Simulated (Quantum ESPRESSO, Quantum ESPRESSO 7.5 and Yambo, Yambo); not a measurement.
# PbO (P4/nmm): G0W0 with and without spin-orbit coupling

Aim: spinor G0W0 for PbO (P4/nmm) beside the scalar-relativistic result.

Program: Quantum ESPRESSO 7.5 and Yambo 5.3.0. Level of theory: PBE and many-body steps on it, plane waves. Results are calculated unless marked as measured.

The database entry behind the starting cell differs from later determinations by our own check (c about 1 % long), so it need not match the best structure at ambient conditions.

### Step 1. Set-up

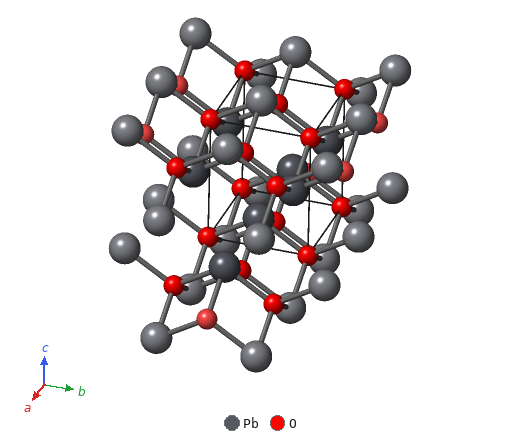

The starting structure, seen slightly off an axis (lead dark grey, oxygen red). 2×1×1 cells are drawn. Some periodic images of atoms are drawn too.

The cell and positions come from the Crystallography Open Database and are kept as given unless a step says otherwise. Spin-orbit coupling is left out unless a step names it.

### Step 2. Empty states on the mesh, 4×4×2 mesh, 163 bands

This step: Quantum ESPRESSO 7.5; DFT, PBE, plane waves, norm-conserving pseudopotentials.

The sums over transitions need many empty states on a uniform mesh; this step solves for them.

Contents of pw.in:

```
&control
  calculation = 'nscf'
  prefix = 'x'
  outdir = 'o'
  pseudo_dir = 'pseudo'
/
&system
  ibrav = 0
  nat = 4
  ntyp = 2
  ecutwfc = 76.0
  nbnd = 163
  force_symmorphic = .true.
/
&electrons
  conv_thr = 1e-9
  electron_maxstep = 80
  diago_full_acc = .true.
  diago_thr_init = 5e-6
/
ATOMIC_SPECIES
  Pb 207.2 Pb.upf
  O 15.999 O.upf
CELL_PARAMETERS angstrom
  3.9600000000 0.0000000000 0.0000000000
  0.0000000000 3.9600000000 0.0000000000
  0.0000000000 0.0000000000 5.0700000000
ATOMIC_POSITIONS crystal
  Pb 0.0000000000 0.5000000000 0.2385140000
  Pb 0.5000000000 0.0000000000 0.7614860000
  O 0.0000000000 0.0000000000 0.0000000000
  O 0.5000000000 0.5000000000 0.0000000000
K_POINTS automatic
  4 4 2 0 0 0
```

Launch:

```sh
$ OMP_NUM_THREADS=1 mpirun -n 8 pw.x -nk 4 -in pw.in > pw.out
```

Output:

```text
Program PWSCF v.7.5 starts

     This program is part of the open-source Quantum ESPRESSO suite
     for quantum simulation of materials; please cite
         "P. Giannozzi et al., J. Phys.:Condens. Matter 21 395502 (2009);
         "P. Giannozzi et al., J. Phys.:Condens. Matter 29 465901 (2017);
         "P. Giannozzi et al., J. Chem. Phys. 152 154105 (2020);
     in publications or presentations arising from this work. More details at

     Atomic positions and unit cell read from directory:
     o/x.save/

     Message from routine setup:
[...]
44.5791  45.4382  45.7789  46.5083  46.5506  46.8208  47.3082  47.4017
     [... 9 further rows ...]
    80.4210  81.1964  81.2223  81.3879  82.3387  82.6145  83.4185  84.2399
    84.6215  85.2540  85.4120

          k = 0.0000 0.2500-0.3905 (  6018 PWs)   bands (ev):

     [... further k-points ...]

     highest occupied, lowest unoccupied level (ev):    10.4904   11.6307

     XML data file, pseudopotentials, collected wavefunctions

=------------------------------------------------------------------------------=
   JOB DONE.
=------------------------------------------------------------------------------=
```

The job ended after 13 s (8 MPI ranks of Arm Neoverse V2, shared host; peak memory 0.73 GiB).

Numbers from this step:

- gap: 1.140 eV
- k of the valence top: 0, 0, 0
- k of the conduction bottom: -0.5, -0.5, 0
- least direct gap: 2.140 eV
- k points computed: 12
- lowest point of the top converged band, above the valence top: 73.0601 eV

On this mesh the gap is 1.140 eV.

The density comes from a self-consistent run that is not shown.

### Step 3. Conversion and set-up

This step: Yambo 5.3.0; conversion and set-up on PBE, plane waves, norm-conserving pseudopotentials.

The states are converted to the many-body program's format and the q mesh is built.

Launch:

```sh
$ (cd o/x.save; p2y > p2y.log; mv SAVE ../..); yambo > setup.log
```

Output:

```text
 Yambo, version 5.3.0

 [02] CORE Variables Setup
 =========================

  [02.01] Unit cells
  ==================

  Cell kind             :  Unknown
  Atoms in the cell     :  Pb  O
  number of Pb atoms    :  2
  number of O  atoms    :  2

  List of atomic masses
  Mass of Pb    :  207.2000
  Mass of O     :  15.99900

  List of atomic coordinates    : [cc]
  Pb1       :  0.000000  3.741658  2.285182  order 1
  Pb2       :  3.741658  0.000000  7.295730  order 2
  O1       :  0.000000  0.000000  0.000000  order 3
  O2       :  3.741658  3.741658  0.000000  order 4

[...]
K/Q-points units:
 rlu = crystal or reduced units; cc = cartesian coordinates; iku = interal k-units

 Q [ 1]         [rlu]:  0.000000  0.000000  0.000000
 Q [ 2]         [rlu]:  0.000000  0.000000 -0.500000
 Q [ 3]         [rlu]:  0.000000  0.250000  0.000000
[...]
Q [ 8]         [rlu]:  0.250000  0.250000 -0.500000
 Q [ 9]         [rlu]:  0.250000 -0.500000  0.000000
 Q [10]         [rlu]:  0.250000 -0.500000 -0.500000
 Q [11]         [rlu]: -0.500000 -0.500000  0.000000
 Q [12]         [rlu]: -0.500000 -0.500000 -0.500000

  [03.01] X indexes
  =================

   [03.01.01] Sigma indexes
   ========================

 [06] Game Over & Game summary
```

Run time: 2.2 s. Hardware: 1 MPI rank; peak memory 0.24 GiB.

### Step 4. Scalar-relativistic

G0W0 replaces the xc potential by the self-energy, built once from these orbitals. Only a window of levels is corrected, while the sums run over the empty bands that the input names.

This step: G0W0 on PBE, plane waves, norm-conserving pseudopotentials.

Contents of gw1.in:

```
HF_and_locXC
gw0
dyson
ppa
em1d
rim_cut
RandQpts= 1000000
RandGvec= 1 RL
EXXRLvcs= 76 Ry
VXCRLvcs= 304 Ry
Chimod= "HARTREE"
% BndsRnXp
 1 | 163 |
%
NGsBlkXp= 11.5 Ry
% LongDrXp
 1 | 1 | 1 |
%
% GbndRnge
 1 | 163 |
%
DysSolver= "n"
ExtendOut
PPAPntXp= 27.21138 eV
% QPkrange
 1 | 1 | 27 | 30 |
 11 | 11 | 27 | 30 |
%
```

Launch:

```sh
$ OMP_NUM_THREADS=1 mpirun -n 8 yambo -F gw1.in -J gw1 -C gw1 > gw1.log
```

Output:

```text
 Yambo, version 5.3.0

 [02] CORE Variables Setup
 =========================

  [... cell, symmetries and grids as in the set-up ...]

  [02.05] Energies & Occupations
  ==============================

  [X] === General ===
  [X] Electronic Temperature                        :  0.000000  0.000000 [eV K]
  [X] Bosonic    Temperature                        :  0.000000  0.000000 [eV K]
  [X] Finite Temperature mode                       : no
  [X] El. density                                   :  0.70435E+24 [cm-3]
  [X] Fermi Level                                   :  10.49037 [eV]

  [X] === Gaps and Widths ===
  [X] Conduction Band Min                           :  1.140335 [eV]
  [X] Valence Band Max                              :  0.000000 [eV]
  [X] Filled Bands                                  :  28
  [X] Empty Bands                                   :   29  163
  [X] Direct Gap                                    :  2.139708 [eV]
  [X] Direct Gap localized at k                     :  11
  [X] Indirect Gap                                  :  1.140335 [eV]
  [X] Indirect Gap between kpts                     :   1  11
  [X] Last valence band width                       :  1.733892 [eV]
  [X] 1st conduction band width                     :  2.397837 [eV]

 [03] Transferred momenta grid and indexing
 ==========================================

 IBZ Q-points                                      :  12
 BZ  Q-points                                      :   32

 K/Q-points units:
 rlu = crystal or reduced units; cc = cartesian coordinates; iku = interal k-units

 Q [ 1]         [rlu]:  0.000000  0.000000  0.000000
 Q [ 2]         [rlu]:  0.000000  0.000000 -0.500000
 Q [ 3]         [rlu]:  0.000000  0.250000  0.000000
 Q [ 4]         [rlu]:  0.000000  0.250000 -0.500000
 Q [ 5]         [rlu]:  0.000000 -0.500000  0.000000
 Q [ 6]         [rlu]:  0.000000 -0.500000 -0.500000
 Q [ 7]         [rlu]:  0.250000  0.250000  0.000000
 Q [ 8]         [rlu]:  0.250000  0.250000 -0.500000
 Q [ 9]         [rlu]:  0.250000 -0.500000  0.000000
 Q [10]         [rlu]:  0.250000 -0.500000 -0.500000
 Q [11]         [rlu]: -0.500000 -0.500000  0.000000
 Q [12]         [rlu]: -0.500000 -0.500000 -0.500000

 [04] Coloumb potential Random Integration (RIM)
 ===============================================

  [04.01] RIM initialization
  ==========================

  * Diagonal components only detected *

  8 x (sBL volume)        :  0.115581 [a.u.]
  sBZ random points       :  1000000
  Points outside the sBZ  :   7992674
  RL volume               :  0.462322 [a.u.]
  Integrated volume       :  0.462746 [a.u.]

  [04.02] RIM integrals
  =====================

  Gamma point sphere radius             :  0.088358 [a.u.]
  Points outside the sphere             :   799859
  [Int_sBZ(q=0) 1/q^2]*(Vol_sBZ)^(-1/3) =:  7.508321
                                 should be <:  7.795600

  Summary of Coulomb integrals for non-metallic bands |Q|[au] RIM/Bare

  Q [1] 0.100000E-4 0.963149 * Q [3] 0.209906 0.939180
  Q [7] 0.296853 0.985912 * Q [2] 0.327901 1.190425
  Q [4] 0.389333 1.098551 * Q [5] 0.419813 0.988250
  Q [8] 0.442313 1.058096 * Q [9] 0.469365 0.992508
  Q [6] 0.532693 1.023701 * Q [10] 0.572558 1.017510
  Q [11] 0.593705 0.996346 * Q [12] 0.678237 1.008321

 [05] Dipoles
 ============

  [05.01] Setup: observables and procedures
  =========================================

  [WARNING] [x,Vnl] slows the Dipoles computation. To neglect it rename the ns.kb_pp file

 [06] Dynamic Dielectric Matrix (PPA)
 ====================================

 [SLK-Inversion]  Pools        :  2
 [SLK-Inversion]  BLACS grid   :  2  2

 [WR./gw1//ndb.pp]---------------------------------------------------------------
  Brillouin Zone Q/K grids (IBZ/BZ)                :   12   32   12   32
  RL vectors                                       :   7421 [WF]
  Coulomb cutoff potential                         : none
  Electronic Temperature                           :  0.000000 [K]
  Bosonic    Temperature                           :  0.000000 [K]
  PPA    diel. fun.  energies                      : Perdew, Burke & Ernzerhof(X)+Perdew, Burke & Ernzerhof(C)
  wavefunctions                                    : Perdew, Burke & Ernzerhof(X)+Perdew, Burke & Ernzerhof(C)
  Global Gauge                                     : length
  X matrix size                                    :   379
  X band range                                     :    1  163
  X e/h energy range                               : -1.000000 -1.000000 [eV]
  X Time ordering                                  : R
  X Hxc Kernel                                     : HARTREE
  X Drude frequency                                :  0.000000  0.000000
  X poles                                          :  100.0000 [o/o]
  RL vectors in the sum                            :   7421
  [r,Vnl] included                                 : yes
  Field direction                                  :  0.577350E-5  0.577350E-5  0.577350E-5
  BZ energy Double Grid                            : no
  BZ energy DbGd points                            : 0
  BZ Q point size factor                           : -1.000000
  X Optical Averaged directions                    : none

 [07] Local Exchange-Correlation + Non-Local Fock
 ================================================

 [VXC] Plane waves :   48109
 [EXS] Plane waves :   6039

 QP @ state[ 1 ] K range:  1  1
 QP @ state[ 1 ] b range:  27  30
 QP @ state[ 2 ] K range:  11  11
 QP @ state[ 2 ] b range:  27  30

 [xc] Functional : Perdew, Burke & Ernzerhof(X)+Perdew, Burke & Ernzerhof(C)
 [xc] LIBXC used to calculate xc functional
  PP Number of Atomic Species                      :  2
  NLCC RL compoments                               :   48109
  PP Number of Atomic Species                      :  2
  NLCC RL compoments                               :   48109

 [xc] E_xc :  -38.90203 [Ha]
      E_xc :  -77.80406 [Ry]

  Local XC kind (lXC) : Perdew, Burke & Ernzerhof(X)+Perdew, Burke & Ernzerhof(C)
  Non-Local XC kind (nlXC) : Hartree-Fock

  Corrections @ K [1] :  [eV]
 <27|nlXC|27> = -24.38339  0.52307E-17 <27|lXC|27> = -19.64458  0.000000
 <28|nlXC|28> = -20.42661  0.12743E-16 <28|lXC|28> = -18.04754 -0.18882E-15
 <29|nlXC|29> = -8.474804 -0.83468E-18 <29|lXC|29> = -12.42385 -0.94408E-16
 <30|nlXC|30> = -6.816524 -0.32220E-17 <30|lXC|30> = -11.34141  0.000000

  Corrections @ K [11] :  [eV]
 <27|nlXC|27> = -24.98333  0.29297E-17 <27|lXC|27> = -20.40857  0.47204E-16
 <28|nlXC|28> = -24.98346 -0.38630E-17 <28|lXC|28> = -20.40857  0.000000
 <29|nlXC|29> = -6.808500 -0.12604E-17 <29|lXC|29> = -10.08601 -0.90352E-17
 <30|nlXC|30> = -6.808504  0.11006E-17 <30|lXC|30> = -10.08602  0.20652E-16

 [08] Dyson equation: Newton solver
 ==================================

  [08.01] G0W0 (W PPA)
  ====================

  [  GW  ] Bands range     :    1  163
  [GW/PPA] G damping       :  0.100000 [eV]

  QP @ state[ 1 ] K range:  1  1
  QP @ state[ 1 ] b range:  27  30
  QP @ state[ 2 ] K range:  11  11
  QP @ state[ 2 ] b range:  27  30

   Sc/G bands                                       :    1  163
   Sc/G damping                                     :  0.100000 ev
   Sc bands terminator                              : no
   Sx RL components                                 :   6039

   QP @ state[ 1 ] K range                          :  1  1
   QP @ state[ 1 ] b range                          :  27  30
   QP @ state[ 2 ] K range                          :  11  11
   QP @ state[ 2 ] b range                          :  27  30
   GF energies kind                                 : Perdew, Burke & Ernzerhof(X)+Perdew, Burke & Ernzerhof(C)
   GF WF`s kind                                     : Perdew, Burke & Ernzerhof(X)+Perdew, Burke & Ernzerhof(C)
   Xs energies kind                                 : Perdew, Burke & Ernzerhof(X)+Perdew, Burke & Ernzerhof(C)
   Xs WF`s kind                                     : Perdew, Burke & Ernzerhof(X)+Perdew, Burke & Ernzerhof(C)

 [11] Game Over & Game summary
```

The job ended after 2.5 min (8 MPI ranks; peak memory 4.7 GiB; 20 min of CPU time).

Numbers from this step:

```yaml
g0w0_gap_on_the_points_computed: 1.229 eV
starting_gap_on_the_mesh: 1.140 eV
k_of_the_valence_top: 0, 0, 0
k_of_the_conduction_bottom: -0.5, -0.5, 0
least_direct_g0w0_gap_on_the_computed_points: 2.111 eV
z_at_the_valence_top: 0.7884
z_at_the_conduction_bottom: 0.8360
```

The gap on the mesh goes from 1.14 eV to 1.23 eV, a correction of +0.09 eV.

### Step 5. Empty states on the mesh, 4×4×2 mesh, 326 bands

This step: Quantum ESPRESSO 7.5; DFT, PBE with spin-orbit coupling, plane waves, norm-conserving pseudopotentials.

pw.in: that of step 2 with these lines changed.

```diff
@@ -11,4 +11,6 @@
   ecutwfc = 76.0
-  nbnd = 163
+  nbnd = 326
   force_symmorphic = .true.
+  noncolin = .true.
+  lspinorb = .true.
 /
```

Launch:

```sh
$ OMP_NUM_THREADS=1 mpirun -n 8 pw.x -nk 4 -in pw.in > pw.out
```

Output:

```text
[banner, memory and clock lines left out]
Program PWSCF v.7.5 starts

     Atomic positions and unit cell read from directory:
     o/x.save/

     Message from routine setup:
     using ibrav=0 with symmetry is DISCOURAGED, use correct ibrav instead

     bravais-lattice index     =            0
     lattice parameter (alat)  =       7.4833  a.u.
     unit-cell volume          =     536.5311 (a.u.)^3
     number of atoms/cell      =            4
     number of atomic types    =            2
     number of electrons       =        56.00
[...]
85.9090  85.9090  85.9496  85.9496  86.2990  86.2990

          k = 0.0000 0.2500 0.0000 (  6009 PWs)   bands (ev):

  -127.7786-127.7786-127.7786-127.7786 -86.2164 -86.2164 -86.2163 -86.2163
[...]
22.2979  22.2979  22.7585  22.7585  23.1588  23.1588  24.7265  24.7265
     [... 29 further rows ...]
    82.2009  82.2009  82.3450  82.3450  82.8437  82.8437  83.9352  83.9352
    84.2578  84.2578  84.9888  84.9888  85.1561  85.1561

          k = 0.0000 0.2500-0.3905 (  6018 PWs)   bands (ev):

     [... further k-points ...]

     highest occupied, lowest unoccupied level (ev):    10.4527   11.5575

     XML data file, pseudopotentials, collected wavefunctions
```

Run time: 81 s. Hardware: 8 MPI ranks; peak memory 1.8 GiB; 11 min of CPU time.

This step gave:

```yaml
gap: 1.105 eV
k_of_the_valence_top: 0, 0, 0
k_of_the_conduction_bottom: -0.5, -0.5, 0
least_direct_gap: 2.180 eV
k_points_computed: 12
lowest_point_of_the_top_converged_band_above_the_valence_top: 73.0400 eV
```

On this mesh the gap is 1.105 eV.

The density comes from a self-consistent run that is not shown, made with spin-orbit coupling and fully relativistic files.

(Continued in part 2 of 2.)

[Paths, hosts, dates, memory and timing lines, banners, echoed tables and standing remarks are left out of the program output.]

[Logs are printed without paths, hosts, clocks, repeated set-up lines and the standing remarks that a program may print on its own settings, such as how far it seeks lower states.]

[Runs of the session that timed out or met a known fault of the program may be left out.]

[Hosts, paths, dates, database ids (printed as entryN), source tags and the programs' standing remarks are cut or masked in the printed files.]
